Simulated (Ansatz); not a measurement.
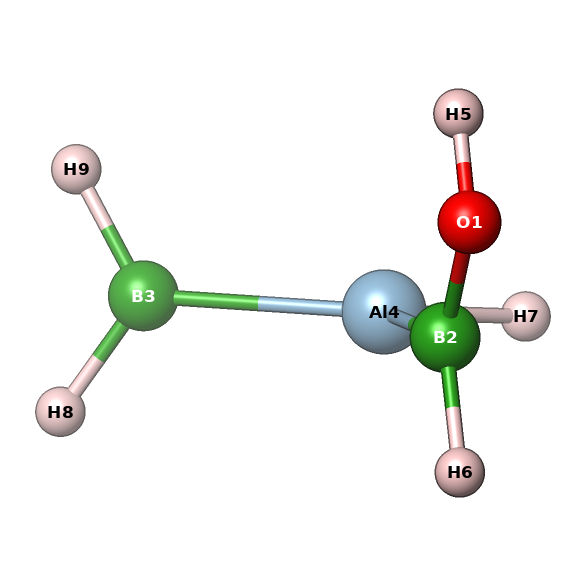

Al4 lies behind B2. The molecule seen a little off the B2–Al4 bond, B2 in front. Depth is shown by fading: the farther an atom, the more it takes the colour of the background. The computed structure is the end point of a PBE0-D4/def2-TZVP optimisation. No frequency run is at hand to confirm it as a minimum.

**What is the torsion angle O1–B2–Al4–B3? The sign is positive where the front bond must turn clockwise to cover the back bond.**

−88°, about perpendicular.
